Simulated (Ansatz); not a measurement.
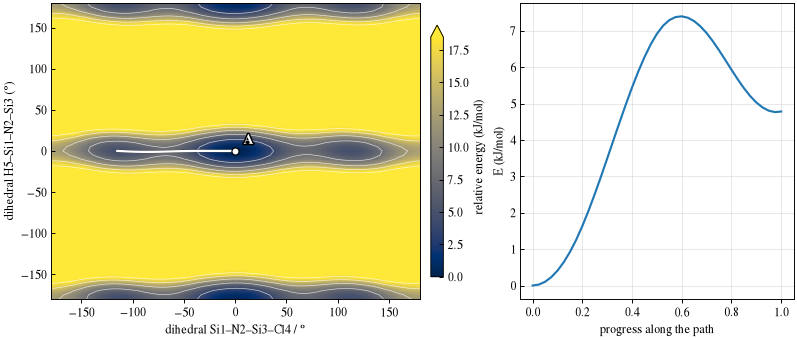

ClH5NSi2, SMILES [SiH2+]N[SiH2]Cl, charge +1. 
- First axis: dihedral Si1–N2–Si3–Cl4. Second axis: dihedral H5–Si1–N2–Si3.
- Nothing is relaxed (all other coordinates rigid).
- The grid has 18 × 18 points; 230 points were computed and 94 follow by symmetry.
- Points are written as (first, second).
- Energies: kJ/mol, counted from the lowest grid point.
- Computed with Ansatz 0.2.0, RKS r2SCAN-D4/def2-SVP.

The picture shows a smooth colour map with a few white contour lines, a line along the lowest path, one colour for all values above the top of the scale, the energy along the path at the right, the start A. Between grid points the surface is interpolated.

Describe the path and its barrier.

The easiest path leads from the well at (0°, 0°) to the well at about (−115°, 0°), about 4.8 kJ/mol higher. Its highest point lies about 7.4 kJ/mol above the bottom of the first well on the interpolated surface, at about (−70°, 0°). Seen from the upper well the barrier is about 2.6 kJ/mol. The start is the relaxed structure and all else is held, so a fully relaxed path at this level can only be lower.
